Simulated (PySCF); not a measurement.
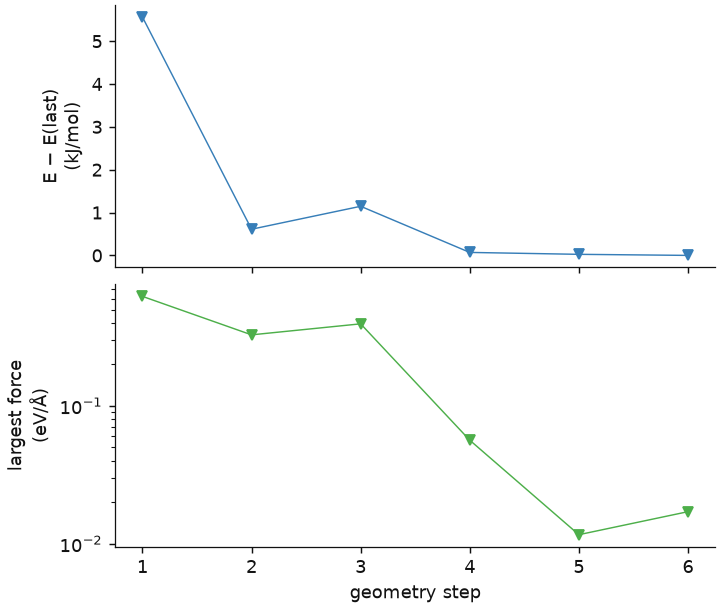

History of a geometry optimisation.

- system: C7H10N (SMILES CCC1=CC=NC[CH]1), multiplicity 2
- method: PBE0-D3(BJ)/def2-SVP, geometry optimisation (PySCF 2.14.0, density fitting)

How did the optimisation end?

Answer. The optimisation met its thresholds at geometry 6, counting the start as the first. The energy fell by about 5.6 kJ/mol from the first step to the last, with a rise at step 3. The largest force goes from about 0.62 eV/Å at the start to 0.017 eV/Å at the end.
